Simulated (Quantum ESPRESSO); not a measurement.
**What a tighter setting buys: K_POINTS, YAl2 (Fd-3m, 6 atoms in the cell)**

```yaml
crystal:
  lattice:
    - [0.00000, 4.01941, 4.01941]
    - [4.01941, 0.00000, 4.01941]
    - [4.01941, 4.01941, 0.00000]
  atoms:
    - { symbol: Y, position: [0.75000, 0.75000, 0.75000] }
    - { symbol: Y, position: [0.50000, 0.50000, 0.50000] }
    - { symbol: Al, position: [0.12500, 0.62500, 0.12500] }
    - { symbol: Al, position: [0.12500, 0.12500, 0.12500] }
    - { symbol: Al, position: [0.62500, 0.12500, 0.12500] }
    - { symbol: Al, position: [0.12500, 0.12500, 0.62500] }
```

Computed with PBEsol, GBRV 1.5 ultrasoft (PBESOL) pseudopotentials (plane waves; Quantum ESPRESSO).

Base settings: ecutwfc = 40 Ry; ecutrho = 320 Ry; occupations = smearing; smearing = cold; degauss = 0.0099958 Ry; potentials = {Y: y_pbesol_v1.4.uspp.F.UPF, Al: al_pbesol_v1.uspp.F.UPF}; K_POINTS = automatic 10 10 10 0 0 0; conv_thr = 1e-10 Ry.

Misses are taken against the tightest run, automatic 17 17 17 0 0 0, which need not be fully converged itself. The energy is the free energy per atom.

The count of work is k-points × plane waves × bands × iterations; it is no time, and leaves out set-up, grids and terms that scale otherwise. Core times come from one kind of shared machine and are given to one figure; runs under 30 s give none.

The starting cell comes from a database of computed structures (which also holds hypothetical and non-ambient phases and stackings), without a prior relaxation at this level. Its lattice was rescaled by a random factor within 2.5 % of one. In the base run, with a pressure of about -6 GPa the cell is away from its equilibrium volume at this level.

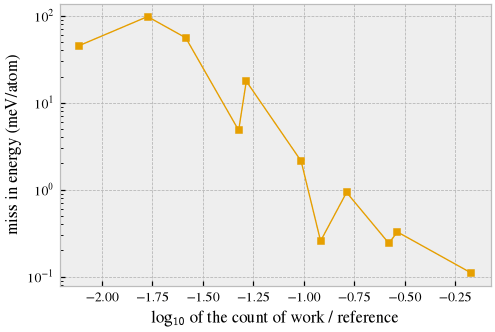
Figure: Miss against the count of work; the reference run is not drawn, and misses under 0.1 meV/atom are drawn there.

```tsv
K_POINTS	energy less reference (meV/atom)	pressure less reference (GPa)	count of work / reference	core time / reference (rough)
automatic 1 1 1 0 0 0	-45.37	-1.28	0.0077	0.09
automatic 2 2 2 0 0 0	97.96	0.79	0.017	0.10
automatic 3 3 3 0 0 0	55.88	-0.44	0.026	0.1
automatic 4 4 4 0 0 0	-17.69	0.24	0.052	0.1
automatic 5 5 5 0 0 0	4.81	-0.07	0.048	0.1
automatic 6 6 6 0 0 0	-2.13	0.02	0.097	0.2
automatic 7 7 7 0 0 0	-0.26	0.01	0.12	0.2
automatic 8 8 8 0 0 0	0.93	-0.02	0.16	0.2
automatic 10 10 10 0 0 0	-0.24	0.00	0.26	0.4
automatic 11 11 11 0 0 0	0.33	0.00	0.29	0.4
automatic 14 14 14 0 0 0	0.11	0.00	0.68	0.8
automatic 17 17 17 0 0 0	0.00	0.00	1.0	1
```

Coarsest setting among those run that, with all tighter ones, holds the energy within 20 meV/atom of the reference: automatic 4 4 4 0 0 0, off by 18 meV/atom; it needs 0.052 of the reference's count of work and about 0.1 of the reference's time.

Coarsest setting among those run that, with all tighter ones, holds the energy within 10 meV/atom of the reference: automatic 5 5 5 0 0 0, off by 4.8 meV/atom; it needs 0.048 of the reference's count of work and about 0.1 of the reference's time.

The step from automatic 4 4 4 0 0 0 to automatic 11 11 11 0 0 0: it takes the miss in the energy from 18 to 0.33 meV/atom, for 5.6 times the count of work and roughly 3 times the time.
